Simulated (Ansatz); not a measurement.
# Nb: response to strain

Base system: Nb in the bcc (W type) structure (space group Im-3m, No. 229; a = 3.2484 Å; relaxed with 0.1 eV smearing). Axes: x, y, z lie along the cube axes.

Strains are applied to the cell and any free atomic positions relax.

The values are results of LDA (Ansatz, a first-principles code; PAW; 420 eV plane waves; without spin-orbit coupling), not measurements.

Notes on the quantities. energy relative to the base: free energy F.

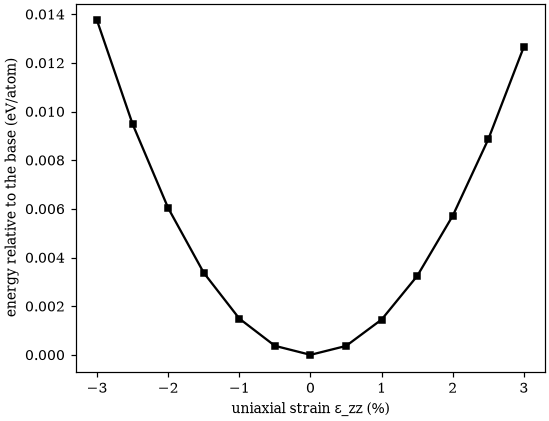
Figure. Energy relative to the base against uniaxial strain ε_zz

```csv
uniaxial strain ε_zz (%),energy relative to the base
-3,+14 meV/atom
-2.5,+9.5 meV/atom
-2,+6.0 meV/atom
-1.5,+3.4 meV/atom
-1,+1.5 meV/atom
-0.5,+0.4 meV/atom
0.5,+0.4 meV/atom
1,+1.5 meV/atom
1.5,+3.2 meV/atom
2,+5.7 meV/atom
2.5,+8.9 meV/atom
3,+13 meV/atom
```

No phonon test of stability was made. The final runs are not spin-polarised.
